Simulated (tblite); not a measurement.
Run report: C$_{6}$H$_{14}$Si$_{3}$, geometry relaxation (part 4 of 4)

Continued. System: C$_{6}$H$_{14}$Si$_{3}$, SMILES C=CC[SiH2]C[SiH2]C#C[SiH3]. Method: GFN2-xTB geometry optimisation, gas phase (tblite 0.8.0). 

Geometry of the input (Å):
```
C  -3.7753  1.5133  0.4678
C  -3.3721  0.5202  -0.3334
C  -1.8932  0.2775  -0.5435
Si -1.5859  -1.4408  0.0623
C  0.1948  -1.7316  0.5682
Si 1.3443  -1.4273  -0.8696
C  2.5542  -0.1749  -0.2802
C  3.3509  0.6438  0.1126
Si 4.5406  1.9055  0.6891
H  -4.8685  1.6616  0.6170
H  -3.0445  2.1434  0.9377
H  -4.1128  -0.1361  -0.8081
H  -1.7189  0.2777  -1.6227
H  -1.2843  1.0222  -0.0222
H  -1.8446  -2.3624  -1.0558
H  -2.5011  -1.7939  1.2072
H  0.4810  -1.1432  1.4695
H  0.2585  -2.8167  0.8546
H  2.0820  -2.6874  -1.1483
H  0.6532  -0.9962  -2.0736
H  3.8131  2.7620  1.6530
H  5.6706  1.3272  1.3877
H  5.0533  2.6832  -0.4403
```

### Trajectory as extended XYZ, continued
```
23
Properties=species:S:1:pos:R:3:forces:R:3 step=221 energy=-681.81738
C    -3.5255    1.6174    0.3061   -0.0850   0.0550  -0.0050
C    -2.4400    1.1816   -0.3052    0.0450  -0.0340   0.0100
C    -1.3354    0.4393    0.3559   -0.0110   0.0120   0.0250
Si   -1.6029   -1.4405    0.1243    0.0140   0.0550  -0.0190
C     0.0153   -2.3941    0.4154    0.0020   0.0490  -0.0520
Si    1.4588   -1.9942   -0.7610    0.0090   0.0030  -0.0050
C     2.2070   -0.3460   -0.3613    0.0170   0.0130   0.0450
C     2.7716    0.6925   -0.0926   -0.0170  -0.0050  -0.0600
Si    3.6938    2.2625    0.2412   -0.0330  -0.0250  -0.0040
H    -4.3141    2.1225   -0.2247   -0.0160   0.0180   0.0100
H    -3.6698    1.4895    1.3653    0.0070  -0.0020   0.0420
H    -2.3371    1.3219   -1.3736    0.0310  -0.0230   0.0050
H    -0.3783    0.7461   -0.0677    0.0090  -0.0590  -0.0010
H    -1.3135    0.6715    1.4226   -0.0100  -0.0110  -0.0500
H    -2.0705   -1.6927   -1.2492    0.0130  -0.0140   0.0470
H    -2.6355   -1.9109    1.0658    0.0300   0.0420  -0.0510
H     0.3540   -2.2610    1.4425   -0.0340   0.0100   0.0160
H    -0.2236   -3.4511    0.3076    0.0450  -0.0510   0.0250
H     2.5327   -2.9854   -0.5914    0.0090  -0.0240   0.0060
H     1.0059   -1.9761   -2.1575   -0.0120   0.0100  -0.0100
H     2.8620    3.1483    1.0639    0.0100  -0.0310  -0.0320
H     4.9236    1.8976    0.9490    0.0120   0.0160   0.0260
H     4.0167    2.8881   -1.0464   -0.0330  -0.0040   0.0310
23
Properties=species:S:1:pos:R:3:forces:R:3 step=229 energy=-681.82942
C    -3.3768    1.7594    0.3558   -0.0360   0.0180   0.0140
C    -2.3102    1.2393   -0.2251    0.0110  -0.0190   0.0030
C    -1.2993    0.3847    0.4516    0.0020   0.0470   0.0250
Si   -1.5799   -1.4499    0.0010    0.0330  -0.0040   0.0110
C    -0.0208   -2.4739    0.3745    0.0070   0.0040   0.0070
Si    1.5114   -2.0957   -0.6956   -0.0540   0.0150   0.0240
C     2.1767   -0.4090   -0.3115    0.0170   0.0220   0.0030
C     2.6636    0.6788   -0.0903    0.0020  -0.0610  -0.0340
Si    3.4930    2.3104    0.1722   -0.0130   0.0430  -0.0140
H    -4.1053    2.3450   -0.1807    0.0600  -0.0080  -0.0190
H    -3.5702    1.6220    1.4065    0.0080  -0.0230   0.0410
H    -2.1463    1.3950   -1.2848    0.0040  -0.0160   0.0310
H    -0.2962    0.6850    0.1468    0.0090   0.0030  -0.0220
H    -1.3632    0.5060    1.5359   -0.0240   0.0120  -0.0820
H    -1.8851   -1.5853   -1.4291   -0.0310   0.0140  -0.0180
H    -2.7286   -1.9345    0.7817    0.0020  -0.0350  -0.0170
H     0.2381   -2.3725    1.4296    0.0190   0.0150  -0.0360
H    -0.2691   -3.5260    0.2284   -0.0160   0.0210   0.0130
H     2.5796   -3.0618   -0.3947    0.0070  -0.0040  -0.0040
H     1.1680   -2.1354   -2.1259    0.0090  -0.0060   0.0440
H     2.6159    3.1960    0.9457    0.0040  -0.0480   0.0050
H     4.7486    2.0563    0.8870   -0.0270   0.0230  -0.0030
H     3.7512    2.8929   -1.1500    0.0070  -0.0120   0.0290
23
Properties=species:S:1:pos:R:3:forces:R:3 step=237 energy=-681.83703
C    -3.2444    1.8540    0.4231    0.0200  -0.0370  -0.0360
C    -2.2160    1.2768   -0.1737    0.0010   0.0200  -0.0020
C    -1.2606    0.3416    0.4712   -0.0020   0.0260   0.0450
Si   -1.5638   -1.4551   -0.0948   -0.0330  -0.0070  -0.0230
C    -0.0606   -2.5293    0.3489    0.0250  -0.0060  -0.0070
Si    1.5346   -2.1605   -0.6219    0.0230  -0.0110  -0.0240
C     2.1477   -0.4447   -0.2806    0.0210   0.0000  -0.0310
C     2.6055    0.6661   -0.1216    0.0000  -0.0020   0.0450
Si    3.3358    2.3486    0.1237   -0.0020   0.0050  -0.0580
H    -3.9130    2.5127   -0.1038   -0.0130   0.0060  -0.0020
H    -3.4642    1.6890    1.4648    0.0230  -0.0050   0.0260
H    -2.0336    1.4607   -1.2247   -0.0020   0.0090  -0.0140
H    -0.2375    0.6294    0.2227   -0.0180  -0.0010  -0.0250
H    -1.3639    0.3992    1.5555    0.0050   0.0030   0.0140
H    -1.7842   -1.5197   -1.5472    0.0070   0.0300   0.0100
H    -2.7742   -1.9614    0.5695   -0.0100  -0.0120   0.0110
H     0.1474   -2.4591    1.4169   -0.0210   0.0200  -0.0030
H    -0.3306   -3.5692    0.1626    0.0150   0.0040   0.0150
H     2.6014   -3.0906   -0.2158   -0.0120   0.0060   0.0010
H     1.2853   -2.2643   -2.0674    0.0040  -0.0070   0.0200
H     2.4054    3.1921    0.8793   -0.0190  -0.0390   0.0010
H     4.5994    2.1941    0.8486    0.0020  -0.0080   0.0250
H     3.5794    2.9168   -1.2064   -0.0120   0.0070   0.0110
23
Properties=species:S:1:pos:R:3:forces:R:3 step=245 energy=-681.84170
C    -3.1210    1.9364    0.4845    0.0140  -0.0110   0.0010
C    -2.1337    1.3138   -0.1339    0.0030  -0.0120  -0.0280
C    -1.2345    0.3122    0.4911   -0.0040  -0.0090   0.0000
Si   -1.5470   -1.4483   -0.1789    0.0010   0.0000  -0.0300
C    -0.0863   -2.5677    0.3057    0.0040   0.0070  -0.0230
Si    1.5726   -2.2238   -0.5652   -0.0050   0.0040   0.0230
C     2.1415   -0.4859   -0.2657    0.0000  -0.0220  -0.0100
C     2.5499    0.6442   -0.1111    0.0010  -0.0210  -0.0150
Si    3.1799    2.3711    0.0808    0.0120   0.0140  -0.0290
H    -3.7464    2.6555   -0.0145   -0.0390   0.0050  -0.0170
H    -3.3392    1.7545    1.5242    0.0030   0.0060   0.0140
H    -1.9427    1.5111   -1.1817    0.0000   0.0090   0.0180
H    -0.1979    0.5822    0.2847    0.0190   0.0020  -0.0030
H    -1.3704    0.3238    1.5731    0.0120  -0.0120   0.0130
H    -1.6934   -1.4270   -1.6418    0.0250   0.0150   0.0090
H    -2.7990   -1.9736    0.3858   -0.0140   0.0020   0.0260
H     0.0601   -2.5208    1.3851    0.0080   0.0190   0.0040
H    -0.3623   -3.6000    0.0873   -0.0110   0.0150   0.0050
H     2.6144   -3.1173   -0.0360    0.0060  -0.0170   0.0080
H     1.4347   -2.4009   -2.0162   -0.0130  -0.0070  -0.0160
H     2.1867    3.1578    0.8150   -0.0220   0.0040   0.0080
H     4.4427    2.3109    0.8218    0.0040   0.0090   0.0010
H     3.3866    2.9188   -1.2651   -0.0030  -0.0020   0.0390
23
Properties=species:S:1:pos:R:3:forces:R:3 step=253 energy=-681.84470
C    -3.0955    1.9440    0.4966    0.0050   0.0020  -0.0090
C    -2.1067    1.3240   -0.1226   -0.0110   0.0160   0.0280
C    -1.2112    0.3181    0.5008    0.0130   0.0020  -0.0210
Si   -1.5322   -1.4280   -0.1980    0.0120  -0.0170   0.0140
C    -0.0937   -2.5733    0.2908    0.0070   0.0110   0.0090
Si    1.5834   -2.2551   -0.5532   -0.0140   0.0000   0.0180
C     2.1483   -0.5126   -0.2761    0.0150   0.0200  -0.0090
C     2.5408    0.6248   -0.1322    0.0060  -0.0130   0.0020
Si    3.1254    2.3680    0.0712    0.0030  -0.0020  -0.0130
H    -3.7280    2.6579   -0.0019   -0.0120   0.0080  -0.0150
H    -3.3101    1.7654    1.5372   -0.0070  -0.0140   0.0230
H    -1.9151    1.5268   -1.1683    0.0050  -0.0060  -0.0060
H    -0.1721    0.5810    0.2954    0.0010   0.0210   0.0200
H    -1.3499    0.3183    1.5825    0.0160   0.0050  -0.0030
H    -1.6431   -1.3593   -1.6609   -0.0100  -0.0230  -0.0100
H    -2.7917   -1.9510    0.3550   -0.0060   0.0120  -0.0210
H     0.0451   -2.5284    1.3717   -0.0110   0.0000   0.0040
H    -0.3868   -3.6000    0.0683    0.0040   0.0190   0.0110
H     2.6081   -3.1399    0.0241   -0.0010  -0.0090  -0.0200
H     1.4603   -2.4576   -2.0019    0.0130  -0.0170  -0.0180
H     2.1007    3.1215    0.7991   -0.0080  -0.0080   0.0030
H     4.3867    2.3504    0.8173   -0.0080  -0.0090   0.0130
H     3.3325    2.9317   -1.2661   -0.0110   0.0010   0.0010
23
Properties=species:S:1:pos:R:3:forces:R:3 step=261 energy=-681.84811
C    -3.0655    1.9624    0.5187   -0.0010  -0.0170   0.0050
C    -2.0786    1.3433   -0.1034    0.0370  -0.0040  -0.0150
C    -1.1749    0.3378    0.5102   -0.0180   0.0160  -0.0330
Si   -1.4904   -1.3927   -0.2269    0.0010  -0.0120   0.0210
C    -0.0930   -2.5722    0.2947    0.0200   0.0070  -0.0060
Si    1.5982   -2.3018   -0.5388    0.0070  -0.0090   0.0120
C     2.1610   -0.5529   -0.3041   -0.0050  -0.0220   0.0000
C     2.5268    0.5931   -0.1617   -0.0060   0.0190  -0.0090
Si    3.0397    2.3561    0.0560    0.0130   0.0140  -0.0020
H    -3.7053    2.6676    0.0160   -0.0020   0.0100   0.0210
H    -3.2707    1.7858    1.5623   -0.0210   0.0030  -0.0060
H    -1.8921    1.5405   -1.1518   -0.0110   0.0130   0.0100
H    -0.1381    0.6181    0.3197    0.0100  -0.0030  -0.0010
H    -1.3206    0.3117    1.5896    0.0000   0.0270   0.0350
H    -1.5506   -1.3058   -1.6912   -0.0050  -0.0150  -0.0220
H    -2.7815   -1.8934    0.2707   -0.0070  -0.0020  -0.0120
H     0.0318   -2.5263    1.3770    0.0000   0.0120  -0.0020
H    -0.4121   -3.5904    0.0729    0.0030  -0.0090   0.0070
H     2.6139   -3.1771    0.0663   -0.0030  -0.0120   0.0080
H     1.4966   -2.5579   -1.9804   -0.0040  -0.0010  -0.0260
H     1.9764    3.0622    0.7763   -0.0110  -0.0090   0.0080
H     4.2861    2.3686    0.8262    0.0040   0.0100   0.0040
H     3.2379    2.9503   -1.2694    0.0010  -0.0160   0.0040
23
Properties=species:S:1:pos:R:3:forces:R:3 step=270 energy=-681.85023
C    -3.0804    1.9495    0.5223    0.0000   0.0100  -0.0020
C    -2.0785    1.3588   -0.1039    0.0220  -0.0210  -0.0090
C    -1.1598    0.3623    0.5023   -0.0070   0.0060  -0.0230
Si   -1.4733   -1.3763   -0.2219    0.0040  -0.0040   0.0220
C    -0.0816   -2.5611    0.3061    0.0160   0.0190  -0.0180
Si    1.6049   -2.3212   -0.5485   -0.0190   0.0000   0.0220
C     2.1725   -0.5734   -0.3203    0.0090  -0.0160  -0.0090
C     2.5324    0.5748   -0.1810   -0.0020   0.0050   0.0140
Si    3.0221    2.3411    0.0586    0.0110   0.0140   0.0120
H    -3.7265    2.6520    0.0243   -0.0220   0.0080   0.0170
H    -3.2912    1.7589    1.5623    0.0000  -0.0040  -0.0070
H    -1.8996    1.5730   -1.1502    0.0170   0.0000   0.0110
H    -0.1252    0.6414    0.2943   -0.0220   0.0140   0.0100
H    -1.2921    0.3501    1.5851    0.0160  -0.0160  -0.0140
H    -1.5238   -1.3088   -1.6882   -0.0100   0.0050  -0.0160
H    -2.7703   -1.8702    0.2673   -0.0040  -0.0010  -0.0010
H     0.0532   -2.5001    1.3863    0.0090   0.0100   0.0010
H    -0.4140   -3.5785    0.1025   -0.0010  -0.0190   0.0070
H     2.6156   -3.2027    0.0570   -0.0060  -0.0070  -0.0040
H     1.4897   -2.5795   -1.9897   -0.0030  -0.0060  -0.0010
H     1.9420    3.0171    0.7829   -0.0160   0.0050  -0.0030
H     4.2598    2.3745    0.8426    0.0050  -0.0030  -0.0090
H     3.2191    2.9453   -1.2615    0.0030   0.0010  -0.0010
23
Properties=species:S:1:pos:R:3:forces:R:3 step=278 energy=-681.85211
C    -3.1081    1.9153    0.5178   -0.0100   0.0020   0.0040
C    -2.0883    1.3660   -0.1172    0.0140   0.0090   0.0000
C    -1.1461    0.3827    0.4726   -0.0060  -0.0030  -0.0100
Si   -1.4773   -1.3699   -0.2084    0.0120   0.0000  -0.0020
C    -0.0727   -2.5380    0.3226   -0.0070   0.0050   0.0050
Si    1.5973   -2.3195   -0.5686   -0.0180  -0.0130   0.0140
C     2.1951   -0.5828   -0.3318   -0.0130  -0.0220  -0.0010
C     2.5529    0.5637   -0.1741    0.0080   0.0140   0.0020
Si    3.0380    2.3302    0.0763    0.0160   0.0020  -0.0050
H    -3.7748    2.6117    0.0383   -0.0030   0.0000   0.0040
H    -3.3160    1.6901    1.5513   -0.0040   0.0000   0.0030
H    -1.9047    1.6105   -1.1557   -0.0070  -0.0040  -0.0050
H    -0.1219    0.6684    0.2312    0.0130  -0.0080  -0.0030
H    -1.2428    0.3793    1.5588   -0.0050  -0.0010   0.0040
H    -1.5566   -1.3393   -1.6749   -0.0080   0.0110  -0.0130
H    -2.7687   -1.8464    0.3130    0.0120  -0.0030   0.0040
H     0.0881   -2.4424    1.3970   -0.0040   0.0060   0.0020
H    -0.4094   -3.5622    0.1608    0.0160   0.0020  -0.0020
H     2.5998   -3.2268    0.0116    0.0050  -0.0020  -0.0080
H     1.4471   -2.5644   -2.0089    0.0020  -0.0030   0.0010
H     1.9494    2.9934    0.7997   -0.0060   0.0110  -0.0010
H     4.2767    2.3661    0.8585   -0.0020  -0.0030   0.0010
H     3.2383    2.9411   -1.2409   -0.0060  -0.0010   0.0060
23
Properties=species:S:1:pos:R:3:forces:R:3 step=286 energy=-681.85254
C    -3.1173    1.9056    0.5178   -0.0010   0.0040  -0.0020
C    -2.0939    1.3689   -0.1227   -0.0030   0.0050   0.0030
C    -1.1434    0.3892    0.4598   -0.0060  -0.0040  -0.0050
Si   -1.4765   -1.3678   -0.2085    0.0010  -0.0060   0.0010
C    -0.0695   -2.5297    0.3293    0.0040  -0.0030  -0.0030
Si    1.5951   -2.3198   -0.5722   -0.0050  -0.0070   0.0010
C     2.1970   -0.5851   -0.3338    0.0020   0.0030   0.0040
C     2.5584    0.5598   -0.1715   -0.0010   0.0000  -0.0010
Si    3.0452    2.3253    0.0831    0.0030   0.0050  -0.0050
H    -3.7906    2.6002    0.0450   -0.0010  -0.0030  -0.0020
H    -3.3218    1.6726    1.5500    0.0010  -0.0020   0.0090
H    -1.9167    1.6198   -1.1607    0.0000  -0.0020  -0.0050
H    -0.1213    0.6747    0.2088    0.0020  -0.0010   0.0020
H    -1.2319    0.3870    1.5468    0.0040   0.0050   0.0030
H    -1.5703   -1.3451   -1.6746   -0.0020   0.0030  -0.0030
H    -2.7593   -1.8455    0.3321    0.0000   0.0000  -0.0050
H     0.0936   -2.4213    1.4022    0.0040   0.0030  -0.0030
H    -0.4025   -3.5569    0.1795   -0.0020   0.0020   0.0000
H     2.6010   -3.2326   -0.0073    0.0010  -0.0010   0.0020
H     1.4346   -2.5617   -2.0122   -0.0020   0.0000   0.0010
H     1.9573    2.9917    0.8052   -0.0030   0.0030   0.0010
H     4.2833    2.3586    0.8653    0.0050  -0.0040   0.0060
H     3.2448    2.9390   -1.2325   -0.0010   0.0010  -0.0030
```

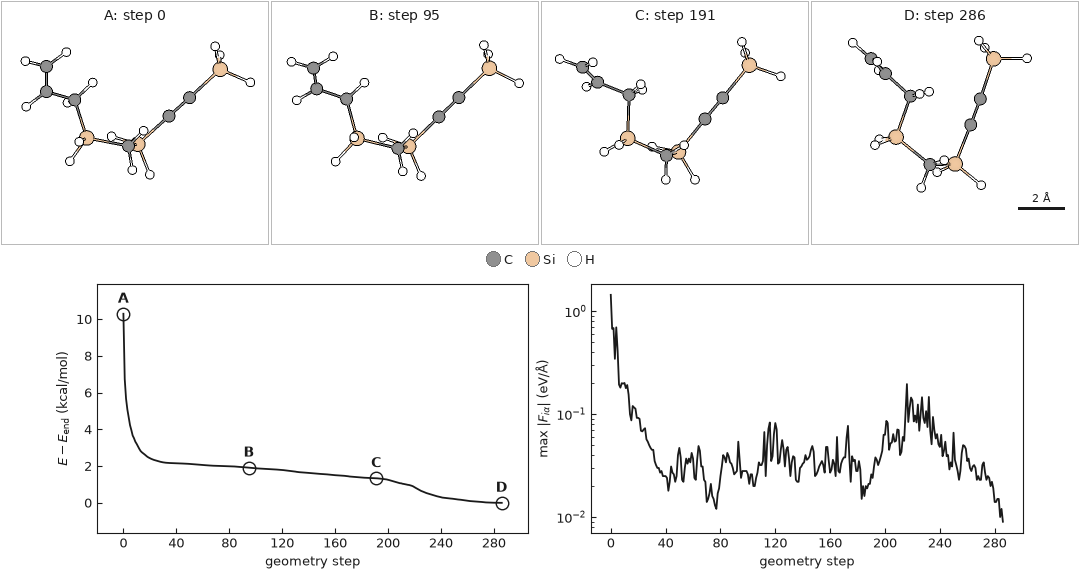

**Figure 1.** Frames of the relaxation (ball-and-stick view, seen at a tilt) above the curves, on which the letters mark them (steps are counted from 0).

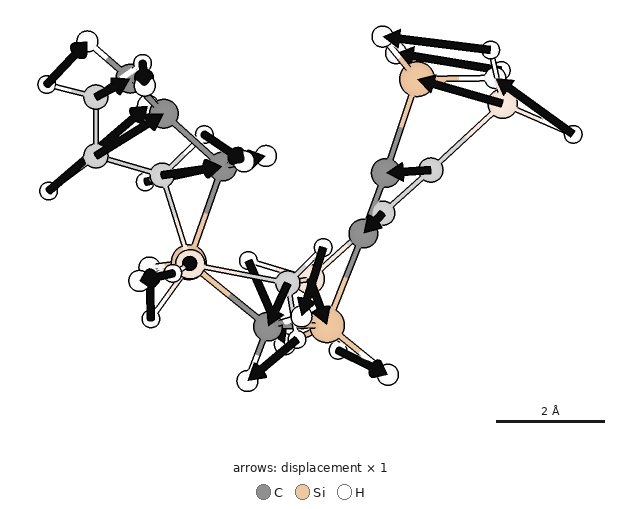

**Figure 2.** Start (faint) and end (solid) with the displacements as black arrows, at true length (ball-and-stick view, seen at a tilt). The two geometries are laid on each other by the best rigid fit. The largest move after the best rigid fit is that of H12, 2.83 Å. Largest moves by element: H 2.83 Å, Si 1.66 Å, C 1.55 Å. Among the contacts that change: C3–Si4 1.848 → 1.909 Å, C5–Si6 1.866 → 1.905 Å, C1–H10 1.113 → 1.077 Å, Si4–H16 1.508 → 1.472 Å. Among the angles that change: H10–C1–H11 122.1° → 116.2°, Si4–C5–Si6 110.6° → 116.4°, C2–C3–Si4 105.4° → 111.0°. The energy falls by 10.3 kcal/mol in 286 geometry steps. The largest force component goes from 1.4 to 0.009 eV/Å. (Atoms are counted from 1 in the order of the input.)
